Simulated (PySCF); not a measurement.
SMILES [SeH][Te][GeH3] (H4GeSeTe) at its B3LYP/def2-SVP optimised geometry (Å):

```
7

Te     0.1248     1.6017     0.0000
Se    -2.4073     1.1311    -0.0603
H     -2.5908     1.0807     1.4073
Ge     0.8622    -0.8948     0.0000
H      0.3298    -1.6017    -1.2610
H      2.4073    -0.8948     0.0000
H      0.3343    -1.6004     1.2648
```

Method: B3LYP/def2-TZVP, def2 effective core potentials past Kr run with PySCF. The core electrons that the potentials of Te replace are not part of the density. Cells within 0.4 Å of a nucleus heavier than hydrogen are left out (blank, or x).

Map of the electrostatic potential (hartree/e), clipped to [-0.08, 0.12] on the plane z = 0.0 Å:

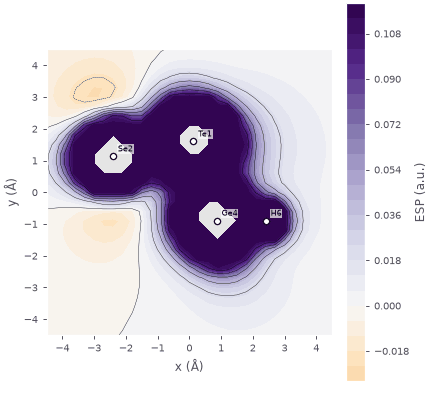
Fig. 1. Electrostatic potential (hartree/e), clipped to [-0.08, 0.12] on the plane z = 0.0 Å.
